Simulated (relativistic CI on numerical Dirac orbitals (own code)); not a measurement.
**Cs³⁺: relativistic CI calculation**

Cs³⁺. Computed at this level: Dirac-Coulomb-Breit CI, KLI orbitals optimised for each configuration, model QED (radiative potential, 1s self-energy scaled to tabulated hydrogen-like ionisation energies), valence Slater integrals scaled by 0.85, P86 correlation energy added to each configuration (relativistic CI on numerical Dirac orbitals, in-house).

### Summary

- outcome: converged
- lowest level: 5s² 5p⁴ ³P₂
- first excited level: 5s² 5p⁴ ³P₀, 9,323 cm⁻¹
- ionisation energy: 44.413 eV
- levels computed: 9092
- SCF iterations: 374
- hardware: 1 thread of AMD EPYC (Zen 5), 192 GiB of memory available, shared host
- wall time: 13 s

### Remarks

Caveats: near-neutral ion: configurations can be misplaced by up to about 10000 cm⁻¹, over 20000 where the f count changes; rates and lifetimes follow the computed energies and can be off by orders of magnitude; the fine structure of a weakly bound d or f electron outside closed shells is too small or inverted; only a limited list of configurations is included, so lower levels can be missing; only lines among the lowest 400 of 9092 levels are drawn, so those from 5s 5p⁴ 6s, 5s² 5p³ 8p, 5s 5p⁴ 4f and 5s² 5p³ 7d are incomplete.

### The input
```
atom Cs  Z=55  charge=3  electrons=52
nucleus A=133  rms_radius_fm=4.8041
hamiltonian dirac-coulomb  breit=on  qed=on  c_scale=1
orbitals kli  potential=per-configuration
slater_scale 0.85
correlation p86
mixing on
configurations
  [Kr] 4d10 5s2 5p4
  [Kr] 4d10 5s 5p5
  [Kr] 4d10 5s2 5p3 5d
  [Kr] 4d10 5p6
  [Kr] 4d10 5s2 5p3 5f
  [Kr] 4d10 5s 5p4 5d
  [Kr] 4d10 5s2 5p3 6s
  [Kr] 4d10 5s2 5p3 5g
  [Kr] 4d10 4f 5s2 5p3
  [Kr] 4d10 5s2 5p3 6p
  [Kr] 4d10 5s 5p4 5f
  [Kr] 4d10 5s2 5p3 6d
  [Kr] 4d10 5s2 5p3 7s
  [Kr] 4d10 4f 5s2 5p2 5d
  [Kr] 4d10 5s 5p4 5g
  [Kr] 4d10 5s2 5p3 7p
  [Kr] 4d10 5s2 5p3 7d
  [Kr] 4d10 5s2 5p3 8s
  [Kr] 4d10 5s2 5p3 6f
  [Kr] 4d10 5s2 5p3 8p
  [Kr] 4d10 5s 5p4 6s
  [Kr] 4d10 5s 5p4 6p
  [Kr] 4d10 4f 5s 5p4
  [Kr] 4d10 5p5 5d
  [Kr] 4d10 5s2 5p2 5d 5f
  [Kr] 4d10 5s 5p3 5d2
  [Kr] 4d10 5s 5p3 6s2
  [Kr] 4d10 5s2 5p2 5d2
  [Kr] 4d10 5s2 5p 5d3
  [Kr] 4d10 5s2 5p 5d2 5f
  [Kr] 4d10 5s 5p2 5d3
  [Kr] 4d10 5s2 5p 5d2 6s
  [Kr] 4d10 5s2 5p 5d2 5g
  [Kr] 4d10 4f2 5s2 5p2
  [Kr] 4d10 4f2 5s2 5p 5d
  [Kr] 4d10 4f2 5s2 5p 5f
  [Kr] 4d10 4f2 5s 5p2 5d
  [Kr] 4d10 4f2 5s2 5p 6s
  [Kr] 4d10 4f2 5s2 5p 5g
end
```

The run was one of a batch that the task file lists, launched with:
```bash
python <driver script> task.json out
```

The program writes its results to a structured record and prints no log; tables and figures of this report are taken from that record.

### The lowest 30 levels

```tsv
Configuration	Level	E (cm⁻¹)	LS purity (%)	Landé g	Lifetime (s; – stable or not computed)
5s² 5p⁴	³P₂	0	84	1.433	–
5s² 5p⁴	³P₀	9,323	72	–	1.5×10¹
5s² 5p⁴	³P₁	12,660	97	1.501	2.5×10⁻²
5s² 5p⁴	¹D₂	20,540	83	1.068	2.4×10⁻²
5s² 5p⁴	¹S₀	41,700	71	–	2.9×10⁻³
5s 5p⁵	³P°₂	116,000	74	1.499	3.0×10⁻⁹
5s 5p⁵	³P°₁	122,900	64	1.449	2.6×10⁻⁹
5s 5p⁵	³P°₀	129,200	66	–	3.7×10⁻⁹
5s² 5p³ 5d	⁵D°₃	137,100	75	1.429	9.7×10⁻⁹
5s² 5p³ 5d	⁵D°₂	137,300	72	1.368	8.2×10⁻⁹
5s² 5p³ 5d	⁵D°₀	137,800	78	–	6.1×10⁻⁹
5s² 5p³ 5d	⁵D°₁	138,100	85	1.474	4.0×10⁻⁹
5s² 5p³ 5d	⁵D°₄	138,200	83	1.458	–
5s² 5p³ 5d	J = 2 (odd, mixed)	143,200	43	1.107	3.0×10⁻⁹
5s² 5p³ 5d	J = 1 (odd, mixed)	143,600	51	1.043	3.3×10⁻⁹
5s² 5p³ 5d	³D°₃	148,800	60	1.287	6.2×10⁻⁹
5s² 5p³ 5d	³D°₁	149,700	90	0.561	3.7×10⁻⁹
5s² 5p³ 5d	[5p₁/₂ (5p₃/₂)² 5d₃/₂] J = 2	152,100	58	0.875	5.6×10⁻⁹
5s² 5p³ 5d	¹S°₀	152,600	81	–	–
5s² 5p³ 5d	³F°₃	153,900	69	1.129	3.7×10⁻⁹
5s² 5p³ 5d	[5p₁/₂ (5p₃/₂)² 5d₅/₂] J = 4	156,200	43	1.171	3.6×10⁻²
5s² 5p³ 5d	³G°₃	156,600	63	0.881	1.6×10⁻⁹
5s² 5p³ 5d	³F°₄	158,900	71	1.200	6.5×10⁻²
5s² 5p³ 5d	³G°₅	162,000	97	1.200	1.6×10⁻¹
5s² 5p³ 5d	[5p₁/₂ (5p₃/₂)² 5d₃/₂] J = 4	162,700	67	1.021	1.1×10⁻¹
5s² 5p³ 5d	³D°₁	163,300	85	0.586	6.1×10⁻¹⁰
5s² 5p³ 5d	J = 2 (odd, mixed)	167,200	51	1.017	1.9×10⁻⁹
5s² 5p³ 5d	³P°₀	169,900	75	–	7.0×10⁻¹⁰
5s² 5p³ 5d	³P°₁	169,900	61	1.480	4.8×10⁻¹⁰
5s² 5p³ 5d	³D°₂	170,600	61	1.276	7.5×10⁻¹⁰
```

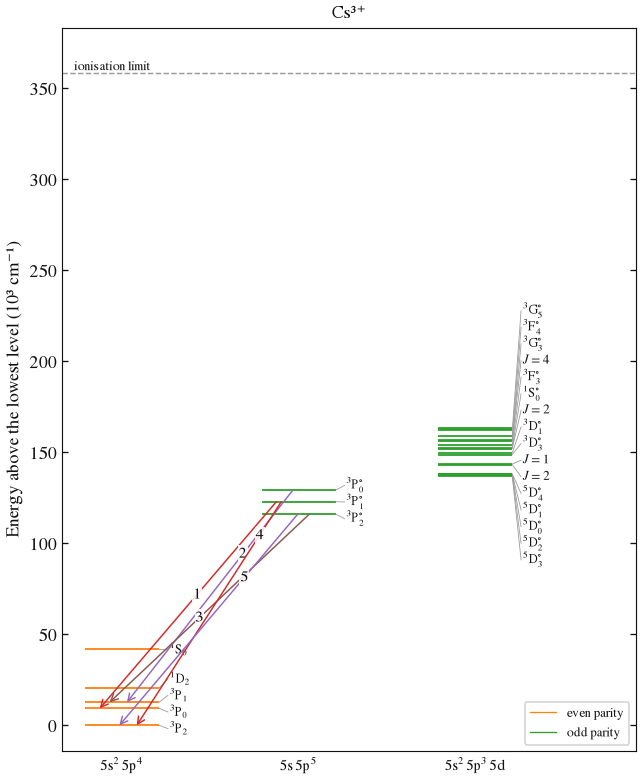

Figure 1. Levels of Cs³⁺ (caesium, Z = 55) with 5 numbered transitions. Rates are at computed energies, in the length gauge.

| No. | Upper | Lower | Type | λ (vacuum) | A (s⁻¹) |
| --- | --- | --- | --- | --- | --- |
| 1 | 5s 5p⁵ ³P°₁ | 5s² 5p⁴ ³P₀ | E1 | 88.07 nm | 8.9×10⁷ |
| 2 | 5s 5p⁵ ³P°₀ | 5s² 5p⁴ ³P₁ | E1 | 85.78 nm | 2.7×10⁸ |
| 3 | 5s 5p⁵ ³P°₂ | 5s² 5p⁴ ³P₁ | E1 | 96.75 nm | 8.8×10⁷ |
| 4 | 5s 5p⁵ ³P°₁ | 5s² 5p⁴ ³P₂ | E1 | 81.38 nm | 1.9×10⁸ |
| 5 | 5s 5p⁵ ³P°₂ | 5s² 5p⁴ ³P₂ | E1 | 86.19 nm | 2.1×10⁸ |

Line 2 has the largest rate; it falls in the extreme ultraviolet region.

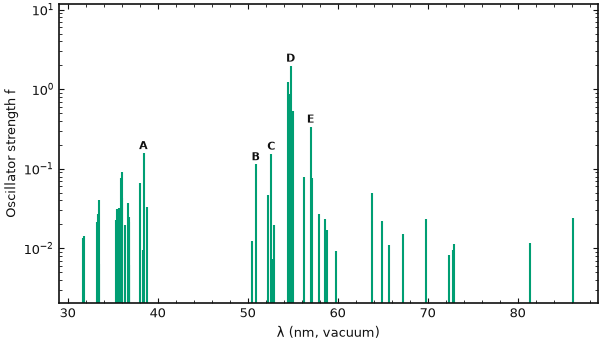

Figure 2. Absorption lines from the lowest level (oscillator strengths f) for Cs³⁺ (caesium, Z = 55). A: 5s² 5p³ 6d ³D°₃ ← 5s² 5p⁴ ³P₂, 38.44 nm, f = 0.16; B: 5s² 5p³ 6s ³D°₃ ← 5s² 5p⁴ ³P₂, 50.88 nm, f = 0.11; C: 5s² 5p³ 5d J = 1 (odd, mixed, level 49) ← 5s² 5p⁴ ³P₂, 52.62 nm, f = 0.15; D: 5s² 5p³ 5d ³D°₃ ← 5s² 5p⁴ ³P₂, 54.77 nm, f = 2.0; E: 5s² 5p³ 5d J = 3 (odd, mixed, level 33) ← 5s² 5p⁴ ³P₂, 57.03 nm, f = 0.34. The strongest, D, lies in the extreme ultraviolet region.
